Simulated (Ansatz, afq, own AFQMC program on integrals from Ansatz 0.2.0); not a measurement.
# BNH3 (quartet): quantum Monte Carlo beside coupled cluster, cc-pVDZ, part 2 of 2

Ansatz 0.2.0, Gaussian basis, and an in-house AFQMC program (afq) on its integrals; all values are calculated; cc-pVDZ, frozen cores. The steps go on from the part before.

## Step 12: CCSD(T) on UHF

Contents of in.yaml:

```yaml
crystal:
  periodic: [false, false, false]
  atoms:
    - {symbol: B, position_ang: [0.000000, 0.024631, 0.707241]}
    - {symbol: N, position_ang: [0.000000, -0.043245, -0.619792]}
    - {symbol: H, position_ang: [0.000000, 1.115161, 1.232352]}
    - {symbol: H, position_ang: [0.000000, -0.969115, 1.385961]}
    - {symbol: H, position_ang: [0.000000, 0.190722, -1.591212]}
basis:
  gaussian: {orbitals: cc-pVDZ}
magnetization: {spin_polarized: true, initial_magnetization: 3}
correlation: {method: ccsd_t, electrons: outside_noble_gas, hamiltonian_folder: ham}
```

The run is started by

```
> ansatz run in.yaml --threads 1 --pin off --events-out ev --progress --plain --max-ram 1843MiB
```

The log of the run (excerpt; [...] marks lines left out):

```text
Functional definition: HF
  name "HF"
  cite "Fock, Z. Phys. 61, 126 (1930) doi:10.1007/BF01340294"
  parent pbe
[...]
397 factors; integrals over basis functions are off by at most 1.1e-3 eV
[...]
mean field -2194.63378145 eV, -80.6513038920 hartree, gradient 4.6e-6 eV, S^2 3.779059; 2 other end points of the search recorded, 0 dependent functions left out
determinant -2194.63378145 eV, -80.6513038920 hartree, with singles and doubles -2201.06912367 eV, -80.8877983566 hartree
determinant -2192.72020475 eV, -80.5809812455 hartree, with singles and doubles -2198.71509392 eV, -80.8012893589 hartree
determinant -2192.15786991 eV, -80.5603158211 hartree, with singles and doubles -2198.79676276 eV, -80.8042906334 hartree
2 core orbitals not correlated: weight in the atoms' cores, before any rotation towards them, 1.000 or more for the frozen orbitals, at most 0.000 for the correlated occupied ones
reference -2194.63378145 eV, -80.6513038920 hartree; 7, 4 occupied and 34, 37 virtual orbitals, 397 factors
second order -5.38243885 eV of doubles, -0.00000000 eV of singles
cycle   1  -6.43502987 eV  change    3.1e-4 eV  update   1.0e-3
[...]
cycle   8  -6.43528172 eV  change    4.1e-6 eV  update   2.9e-6
perturbative correction -0.15125802 eV, -0.0055586296 hartree
Total energy: -2201.22032119 eV, -80.8933547630 hartree
```

Wall time 1 s (1 thread of AMD EPYC 9R45 (Zen 5), shared host); peak memory 0.36 GiB.

From the report: ⟨S²⟩ of the determinant 3.779 (pure quartet: 3.75); correlation -6.5865 eV; T1 0.034; largest double amplitude 0.04.

This run also writes the integrals to the folder ham.

## Step 13: CCSD(T) on UHF

Changes to in.yaml since step 12:

```diff
@@ -9,4 +9,4 @@
 basis:
-  gaussian: {orbitals: cc-pVDZ}
+  gaussian: {orbitals: def2-TZVPP}
 magnetization: {spin_polarized: true, initial_magnetization: 3}
-correlation: {method: ccsd_t, electrons: outside_noble_gas, hamiltonian_folder: ham}
+correlation: {method: ccsd_t, electrons: outside_noble_gas}
```

Launched as before.

The log of the run (excerpt; [...] marks lines left out):

```text
Functional definition: HF
  name "HF"
  cite "Fock, Z. Phys. 61, 126 (1930) doi:10.1007/BF01340294"
  parent pbe
[...]
613 factors; integrals over basis functions are off by at most 1.3e-3 eV
[...]
mean field -2195.44716647 eV, -80.6811952401 hartree, gradient 2.8e-6 eV, S^2 3.781323; 6 other end points of the search recorded, 0 dependent functions left out
determinant -2195.44716647 eV, -80.6811952401 hartree, with singles and doubles -2203.35681908 eV, -80.9718696121 hartree
determinant -2194.04449239 eV, -80.6296479184 hartree, with singles and doubles -2201.45382403 eV, -80.9019358342 hartree
determinant -2193.13471119 eV, -80.5962140763 hartree, with singles and doubles -2201.29187068 eV, -80.8959841584 hartree
determinant -2193.13245090 eV, -80.5961310120 hartree, with singles and doubles -2201.31945332 eV, -80.8969978016 hartree
determinant -2192.27503193 eV, -80.5646214462 hartree, with singles and doubles -2199.81848510 eV, -80.8418382371 hartree
2 core orbitals not correlated: weight in the atoms' cores, before any rotation towards them, 1.000 or more for the frozen orbitals, at most 0.000 for the correlated occupied ones
reference -2195.44716647 eV, -80.6811952401 hartree; 7, 4 occupied and 95, 98 virtual orbitals, 613 factors
second order -6.82397475 eV of doubles, -0.00000000 eV of singles
cycle   1  -7.79710213 eV  change   -6.4e-1 eV  update   2.0e-2
[...]
cycle  10  -7.82565154 eV  change    7.8e-7 eV  update   6.1e-6
perturbative correction -0.26474145 eV, -0.0097290689 hartree
Total energy: -2203.53755946 eV, -80.9785116988 hartree
```

It took 7.5 s on 1 thread of AMD EPYC 9R45 (Zen 5), shared host; peak memory 0.55 GiB.

From the report: ⟨S²⟩ of the determinant 3.781 (pure quartet: 3.75); correlation -8.0904 eV; T1 0.038; largest double amplitude 0.04.

## Step 14: MP2 on UHF

Changes to in.yaml since step 13:

```diff
@@ -9,4 +9,4 @@
 basis:
-  gaussian: {orbitals: def2-TZVPP}
+  gaussian: {orbitals: "def2-QZVPP.json"}
 magnetization: {spin_polarized: true, initial_magnetization: 3}
-correlation: {method: ccsd_t, electrons: outside_noble_gas}
+correlation: {method: mp2, electrons: outside_noble_gas}
```

Launched as before.

The log of the run:

```text
Functional definition: HF
  name "HF"
  cite "Fock, Z. Phys. 61, 126 (1930) doi:10.1007/BF01340294"
  parent pbe
  exchange = exact_x
  correlation = 0
1219 factors; integrals over basis functions are off by at most 1.0e-3 eV
mean field evaluation 1: about -2194.0978 eV, gradient 1.5e1 eV
mean field evaluation 2: about -2194.1008 eV, gradient 1.5e1 eV
mean field evaluation 4: about -2195.4688 eV, gradient 1.8e0 eV
mean field evaluation 8: about -2195.5677 eV, gradient 3.6e-1 eV
mean field evaluation 16: about -2194.3872 eV, gradient 3.8e-2 eV
mean field evaluation 32: about -2194.3872 eV, gradient 3.8e-2 eV
mean field -2195.57400075 eV, -80.6858563139 hartree, gradient 5.3e-6 eV, S^2 3.781829; 3 other end points of the search recorded, 0 dependent functions left out
2 core orbitals not correlated: weight in the atoms' cores, before any rotation towards them, 1.000 or more for the frozen orbitals, at most 0.000 for the correlated occupied ones
reference -2195.57400075 eV, -80.6858563139 hartree; 7, 4 occupied and 195, 198 virtual orbitals, 1219 factors
second order -7.33387078 eV of doubles, -0.00000000 eV of singles
Total energy: -2202.90787152 eV, -80.9553710939 hartree
```

Run time: 4.3 s. Hardware: 1 thread of AMD EPYC 9R45 (Zen 5), shared host; peak memory 0.4 GiB.

From the report: ⟨S²⟩ of the determinant 3.782 (pure quartet: 3.75).

## Step 15: Phaseless AFQMC, CISD trial on UHF

It reads the integrals that the CCSD(T) run on this determinant wrote.

The run is started by

```
> afq ham --method phaseless --trial cisd --walkers 60 --populations 1 --least-time 40 --time-step 0.005 --steps-per-block 50 --equilibration-blocks 28 --max-blocks 300 --target-error 0.0004 --factor-cut 1e-05 --start spin_pure --seed 6999 --release-times 0.24,0.51,0.99,1.62,2.4 --release-step 0.03 --release-every 4 --taylor-order 6
```

The log of the run:

```text
orbitals 41  electrons 7 4  factors 322 of 397
reference energy -80.65130389 Eh
CCSD correlation -0.23649222 Eh in 13 cycles, weight of the determinant in the CISD state 0.8816
energy of the start -80.887115 Eh
 block  time / (1/Eh)  mean weight  energy / Eh
     1     0.250  0.9983  -80.885360
     2     0.500  0.9988  -80.886515
     3     0.750  1.0007  -80.887866
     4     1.000  1.0019  -80.889299
     5     1.250  0.9983  -80.891651
     6     1.500  0.9993  -80.893322
     7     1.750  0.9998  -80.890121
     8     2.000  1.0018  -80.897481
     9     2.250  0.9984  -80.893495
    10     2.500  0.9998  -80.893460
    13     3.250  1.0001  -80.892208
    17     4.250  0.9975  -80.892160
    21     5.250  1.0008  -80.895054
    25     6.250  1.0025  -80.892256
    29     7.250  0.9975  -80.893069
    33     8.250  0.9998  -80.893545
    37     9.250  0.9979  -80.890736
    41    10.250  1.0019  -80.893521
    45    11.250  1.0009  -80.898967
    49    12.250  1.0010  -80.890322
    53    13.250  1.0009  -80.893602
    57    14.250  0.9992  -80.895165
    61    15.250  1.0019  -80.897610
    65    16.250  0.9994  -80.893758
    69    17.250  1.0005  -80.889829
    73    18.250  0.9991  -80.893120
    77    19.250  1.0025  -80.891082
    81    20.250  0.9986  -80.890779
    85    21.250  0.9954  -80.891073
    89    22.250  1.0009  -80.897318
    93    23.250  0.9993  -80.888982
    97    24.250  0.9999  -80.896922
   101    25.250  0.9991  -80.898335
   105    26.250  0.9999  -80.890322
   109    27.250  1.0003  -80.893265
   113    28.250  0.9991  -80.891769
   117    29.250  0.9998  -80.898878
   121    30.250  0.9987  -80.893812
   125    31.250  0.9968  -80.891823
   129    32.250  1.0007  -80.889450
   133    33.250  0.9996  -80.899591
   137    34.250  1.0007  -80.890541
   141    35.250  1.0010  -80.894916
   145    36.250  0.9984  -80.893623
   149    37.250  0.9982  -80.891621
   153    38.250  1.0038  -80.890657
   157    39.250  0.9988  -80.892228
   161    40.250  0.9992  -80.892586
   165    41.250  1.0010  -80.894513
   169    42.250  0.9974  -80.893699
   173    43.250  0.9995  -80.897793
   177    44.250  1.0009  -80.892667
   181    45.250  1.0022  -80.889113
   185    46.250  1.0018  -80.892965
blocks merged  error / Eh  count
     1  0.000241  160
     2  0.000287  80
     4  0.000296  40
     8  0.000297  20
    16  0.000280  10
released: time / (1/Eh)  energy / Eh  error  mean overlap
  0.24  -80.893674  0.000436  1.0041
  0.51  -80.893486  0.000413  1.0177
  0.99  -80.895170  0.000546  1.0121
  1.62  -80.894475  0.000518  1.0335
  2.40  -80.895632  0.000841  1.0042
energy -80.893163 +/- 0.000297 Eh
```

Run time: 3.6 min. Hardware: 1 thread of AMD EPYC 9R45 (Zen 5), shared host; peak memory 0.36 GiB.

Energy -2201.2151 ± 0.0081 eV. Caveats: constraint bias not in the error.

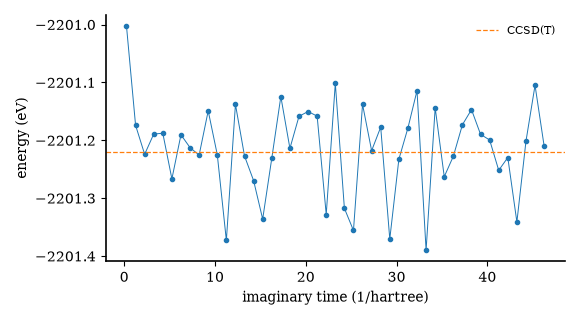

Block energies along the walk.

## Step 16: Free-projection AFQMC, CISD trial on UHF

It reads the integrals that the CCSD(T) run on this determinant wrote.

The run is started by

```
> afq ham --method free --trial cisd --walkers 60 --time-step 0.03 --max-blocks 80 --target-error 0.0004 --factor-cut 1e-05 --seed 7095 --times 0,0.21,0.42,0.81,1.2,1.8,2.4,3 --taylor-order 8
```

The log of the run:

```text
orbitals 41  electrons 7 4  factors 322 of 397
reference energy -80.65130389 Eh
CCSD correlation -0.23649222 Eh in 13 cycles, weight of the determinant in the CISD state 0.8816
repeat  energy at the last time / Eh  error
    10  -80.894846  0.000947
    20  -80.895122  0.000776
    30  -80.894930  0.000886
    40  -80.895428  0.000981
    50  -80.894652  0.000814
    60  -80.894094  0.000728
    70  -80.894077  0.000652
    80  -80.894312  0.000600
time / (1/Eh)  energy / Eh  error  mean overlap
  0.00  -80.887492  0.000167  1.1334
  0.21  -80.890990  0.000180  1.1303
  0.42  -80.892500  0.000204  1.1349
  0.81  -80.893512  0.000232  1.1290
  1.20  -80.894430  0.000242  1.1216
  1.80  -80.894023  0.000284  1.1515
  2.40  -80.894779  0.000443  1.1397
  3.00  -80.894312  0.000600  1.1656
energy -80.894312 +/- 0.000600 Eh
```

Run time: 4.3 min. Hardware: 1 thread of AMD EPYC 9R45 (Zen 5), shared host; peak memory 0.36 GiB.

Energy -2201.2464 ± 0.0163 eV. Caveats: remainder of the start not in the error.

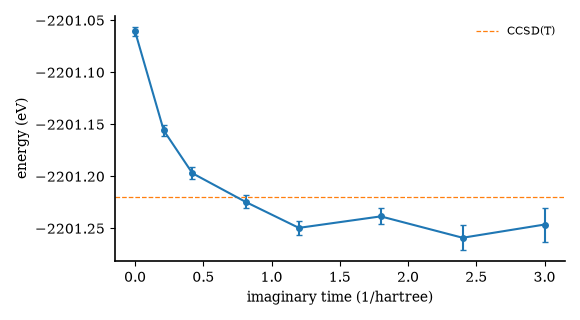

Energy against projection time, with error bars.

## Step 17: All levels side by side

On the ROHF determinant, counted from CCSD(T) (a yardstick, not exact):

```tsv
level	energy (eV)	from CCSD(T) (meV)	statistical error (meV)	time
HF	-2194.2899	+6929.7		
MP2	-2200.0133	+1206.2		
CCSD	-2201.0634	+156.1		
CCSD(T)	-2201.2195	0.0		
Phaseless AFQMC, CISD trial, step 0.005, 60 walkers	-2201.2022	+17.3	8.9	3.3 min
Phaseless AFQMC, single-determinant trial, step 0.005, 120 walkers	-2201.2026	+16.9	37.9	3.1 min
Free-projection AFQMC, CISD trial, step 0.03, 60 walkers	-2201.2423	-22.8	16.3	3.8 min
```

On the UHF determinant, counted from CCSD(T) (a yardstick, not exact):

```tsv
level	energy (eV)	from CCSD(T) (meV)	statistical error (meV)	time
HF	-2194.6338	+6586.5		
MP2	-2200.0162	+1204.1		
CCSD	-2201.0691	+151.3		
CCSD(T)	-2201.2203	0.0		
Phaseless AFQMC, CISD trial, step 0.005, 60 walkers	-2201.2151	+5.2	8.1	3.6 min
Free-projection AFQMC, CISD trial, step 0.03, 60 walkers	-2201.2464	-26.1	16.3	4.3 min
```

The functionals' totals stand on their own zeros and serve differences with other points: PBE -2204.817 eV; r2SCAN -2206.783 eV; PBE0 -2205.145 eV; B3LYP -2208.032 eV; wB97M-V -2206.407 eV; B2PLYP -2205.216 eV.

## Step 18: Outcome

The summary covers parts 1 to 2.

| quantity | value |
| --- | --- |
| Phaseless AFQMC, CISD trial on ROHF from CCSD(T) | +17.3 ± 8.9 meV |
| Phaseless AFQMC, single-determinant trial on ROHF from CCSD(T) | +16.9 ± 37.9 meV |
| Free-projection AFQMC, CISD trial on ROHF from CCSD(T) | -22.8 ± 16.3 meV |
| Phaseless AFQMC, CISD trial on UHF from CCSD(T) | +5.2 ± 8.1 meV |
| Free-projection AFQMC, CISD trial on UHF from CCSD(T) | -26.1 ± 16.3 meV |

**Reading.** On ROHF the phaseless walk with the CISD trial lies +17.3 meV from CCSD(T), within three error bars. Free projection has no constraint; at the last time it gives -22.8 ± 16.3 meV. On UHF the phaseless walk with the CISD trial lies +5.2 meV from CCSD(T), within three error bars. Free projection has no constraint; at the last time it gives -26.1 ± 16.3 meV, and from a start that isn't spin pure other spins can mix in. Error bars are statistical and leave out the constraint, the time step and what remains of the start.
